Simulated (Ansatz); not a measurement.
# Single-point calculation of AsH₃

AsH₃, computed with RHF-CCSD(T), frozen core with filled d shells/def2-QZVPPD (Ansatz 0.2.0).

The geometry is one partner of a complex, in the basis of both. The run did not end well. The input adds 2 ghost centres (basis functions without nuclei or electrons, not drawn) at the places of a partner molecule, so the energy is that in the basis of the pair. The geometry comes from this level: PBE0-D4/def2-TZVP.

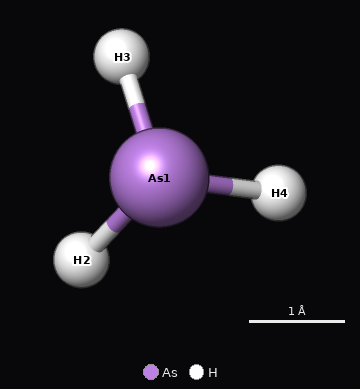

Fig. 1: The structure as given in the input (ball-and-stick view, seen at a tilt; atoms are numbered from 1 in the order of the input).

### Input
```yaml
crystal:
  periodic: [false, false, false]
  atoms:
    - {symbol: As, position_ang: [0.167579, 0.609651, 1.083086]}
    - {symbol: H, position_ang: [-1.312554, 0.285078, 0.953562]}
    - {symbol: H, position_ang: [0.555878, -0.856690, 0.968685]}
    - {symbol: H, position_ang: [0.110988, 0.534667, 2.602298]}
basis:
  gaussian:
    orbitals: "def2-QZVPPD.json"
    ghost_atoms:
      - {symbol: N, position_ang: [0.549576, -0.216006, -3.245820]}
      - {symbol: N, position_ang: [-0.071369, -0.356600, -2.361810]}
correlation: {method: ccsd_t, frozen_orbitals: {As: 14, H: 0, "N": 1}}
```

Run on 2 CPU threads, shared host.

### What the program printed
```
Functional definition: HF
  name "HF"
  cite "Fock, Z. Phys. 61, 126 (1930) doi:10.1007/BF01340294"
  parent pbe
  exchange = exact_x
  correlation = 0
1926 factors; integrals over basis functions are off by at most 1.1e-3 eV
mean field evaluation 1: about -60843.5274 eV, gradient 8.8e0 eV
mean field evaluation 2: about -60843.5346 eV, gradient 8.8e0 eV
mean field evaluation 4: about -60844.0299 eV, gradient 8.7e-1 eV
mean field evaluation 8: about -60844.0341 eV, gradient 9.1e-2 eV
mean field evaluation 16: about -60844.0226 eV, gradient 8.6e-1 eV
mean field -60844.03414908 eV, -2235.9770134113 hartree, gradient 2.6e-6 eV, S^2 0.000000; 0 other end points of the search recorded, 0 dependent functions left out
14 core orbitals not correlated: weight in the atoms' cores, before any rotation towards them, 1.000 or more for the frozen orbitals, at most 0.000 for the correlated occupied ones
reference -60844.03414908 eV, -2235.9770134113 hartree; 4, 4 occupied and 302, 302 virtual orbitals, 1926 factors
second order -4.59082018 eV of doubles, -0.00000000 eV of singles
cycle   1  -5.05648376 eV  change   -4.7e-1 eV  update   5.6e-2
cycle   2  -5.25359904 eV  change   -2.0e-1 eV  update   2.0e-2
cycle   3  -5.26549715 eV  change   -1.2e-2 eV  update   5.8e-3
cycle   4  -5.26365677 eV  change    1.8e-3 eV  update   2.0e-3
cycle   5  -5.26327377 eV  change    3.8e-4 eV  update   5.3e-4
cycle   6  -5.26319218 eV  change    8.2e-5 eV  update   1.6e-4
cycle   7  -5.26320771 eV  change   -1.6e-5 eV  update   5.6e-5
```

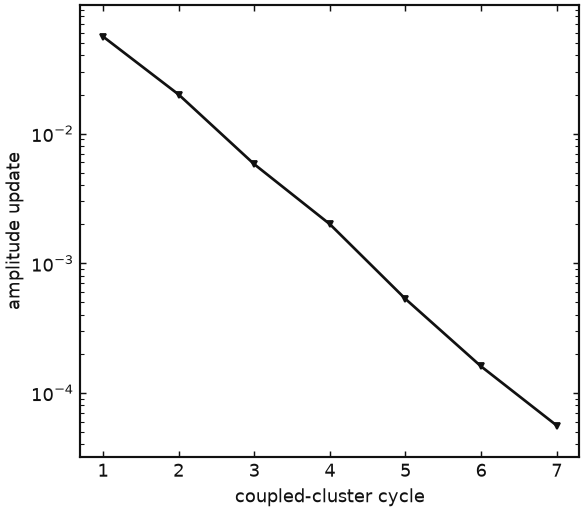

Fig. 2: Convergence of the coupled-cluster equations: amplitude update against the coupled-cluster cycle. The run ended after 7 cycles.

### What the run reported

- outcome: stopped at the time limit
- wall time: 7 min (CPU time 14 min)
- peak memory: 3.3 GiB

The run was cut off by its time limit, so the output is incomplete.
